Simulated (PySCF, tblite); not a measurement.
# C₃H₇NS₂Si: geometry, infrared bands and NMR shifts

What infrared bands and NMR shifts should C₃H₇NS₂Si (`C=N[SiH]1SCCS1`) show?

Programs: tblite 0.8.0 and PySCF 2.14.0, with density-fitted response routines of our own. Each step states its level of theory. These are calculated values for one molecule in the gas phase, unless marked as measured. Atoms are numbered from 0 throughout.

### Step 1. The molecule as given

14 atoms, charge 0, multiplicity 1; geometry from: force field or distance geometry start.

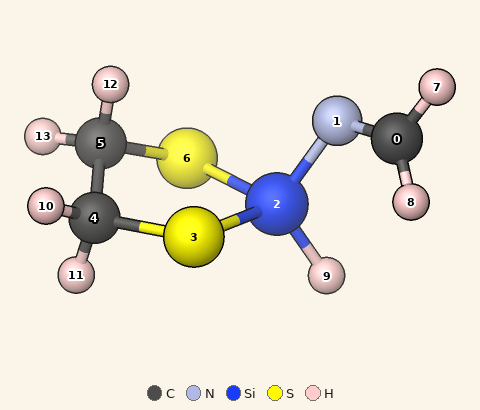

As it starts; carbon dark grey, nitrogen light blue, silicon blue, sulfur yellow, hydrogen pink, atoms numbered.

### Step 2. Relaxing the molecule with GFN2-xTB

Job settings and geometry (Å):

```
{"job": {"kind": "relax", "xc": "GFN2-xTB", "basis": "xTB"}, "charge": 0, "multiplicity": 1}
C      3.028300     0.180600     0.286100
N      1.996400     0.685800    -0.331600
Si     0.802400    -0.440800    -0.841600
S     -0.304100    -1.055700     0.869200
C     -1.952000    -0.466300     0.365300
C     -1.858200     0.836700    -0.443000
S     -0.733300     0.638000    -1.871700
H      3.821300     0.866100     0.644100
H      3.183700    -0.894200     0.499500
H      1.352500    -1.570500    -1.606900
H     -2.564500    -0.312000     1.251500
H     -2.440400    -1.250200    -0.235200
H     -1.494500     1.658200     0.200700
H     -2.838200     1.123900    -0.813600
```

Started as:

```sh
$ OMP_NUM_THREADS=1 python probes_run.py task.json out
```

This one command runs all jobs of the session in turn.

**Question.** This job is followed by: GFN2-xTB harmonic vibrations, gas phase; GIAO PBE0/pcSseg-1 NMR shielding, non-relativistic, gas phase. What will the session give for the following? strongest single infrared mode (GFN2-xTB); zero-point energy (GFN2-xTB); 13C shifts against TMS (PBE0/pcSseg-1, means over atoms taken as alike); 1H shifts against TMS (PBE0/pcSseg-1, means over atoms taken as alike); 15N shifts against NH3 (PBE0/pcSseg-1); 29Si shifts against TMS (PBE0/pcSseg-1); 33S shifts against CS2 (PBE0/pcSseg-1, means over atoms taken as alike); surface potential, least and greatest.

The runs gave:

| quantity | value |
| --- | --- |
| strongest single infrared mode (GFN2-xTB) | 626 cm⁻¹, 227 km/mol |
| zero-point energy (GFN2-xTB) | 60.8 kcal/mol |
| 13C shifts against TMS (PBE0/pcSseg-1, means over atoms taken as alike) | 173.2, 42.4 ppm |
| 1H shifts against TMS (PBE0/pcSseg-1, means over atoms taken as alike) | 8.66, 8.59, 6.33, 3.13, 2.94 ppm |
| 15N shifts against NH3 (PBE0/pcSseg-1) | 425.1 ppm |
| 29Si shifts against TMS (PBE0/pcSseg-1) | 10.5 ppm |
| 33S shifts against CS2 (PBE0/pcSseg-1, means over atoms taken as alike) | -84 ppm |
| surface potential, least and greatest | -1.40 V and 1.26 V |

The optimisation took 70 steps and gained 0.401 eV; among the close pairs (by a distance rule), C0–N1 changed most, from 1.304 to 1.250 Å. No mode is imaginary among the 36: a minimum at this level. The strongest single mode, at 626 cm⁻¹, moves mainly H9. Unscaled tight-binding wavenumbers are off by several per cent, some by more. Its intensities can rank the bands wrongly. At PBE0/pcSseg-1: The widest tensor belongs to N1: span 767 ppm, with a paramagnetic part of -488 ppm. At PBE0/pcSseg-1, counted by nearest atom on the grid, the HOMO lies on S3 46 %; S6 35 %, the LUMO on C0 35 %; N1 27 %.
